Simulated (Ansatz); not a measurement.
Pulling on the H–H spacing in H10 chain (multiplicity 1 held). Energies count from the point at 0.900 Å.
Geometry at that point (charge 0, multiplicity 1):
```xyz
10

H      0.00000     0.00000     0.00000
H      0.00000     0.00000     0.90000
H      0.00000     0.00000     1.80000
H      0.00000     0.00000     2.70000
H      0.00000     0.00000     3.60000
H      0.00000     0.00000     4.50000
H      0.00000     0.00000     5.40000
H      0.00000     0.00000     6.30000
H      0.00000     0.00000     7.20000
H      0.00000     0.00000     8.10000
```

Restricted levels (R-, RO-) in cc, def2 and unpolarised 6-31G sets keep to the state of the molecule at rest. Unrestricted levels (U-) break spin symmetry where that is lower. Left out are points that failed, MP2 points in a non-variational dive below the minimum, coupled-cluster points behind a sign of a changed root (a jump of the amplitudes, or a one-step jump against full CI or MRCI), small-basis points behind a change of solution, and semi-empirical points at long bonds. Curves can end on different states.

The values were computed with Ansatz (a program for electronic structure). 

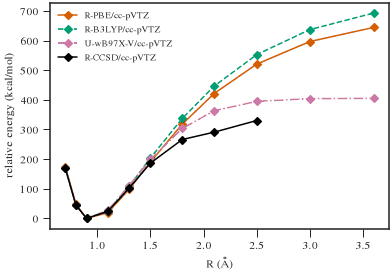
Figure. Relative energy along the coordinate

Question: Read off the U-wB97X-V/cc-pVTZ curve at R = 2.100.

Answer: about 360 kcal/mol

Doubts at one or more of the structures used: a restricted determinant that unrestricted orbitals would lower (R-PBE/cc-pVTZ, R-B3LYP/cc-pVTZ, R-CCSD/cc-pVTZ); a spin-contaminated determinant (U-wB97X-V/cc-pVTZ); other coupled-cluster roots lie near (R-CCSD/cc-pVTZ); T1 above 0.05 (R-CCSD/cc-pVTZ); the program's own flag: broken pairs (R-CCSD/cc-pVTZ).
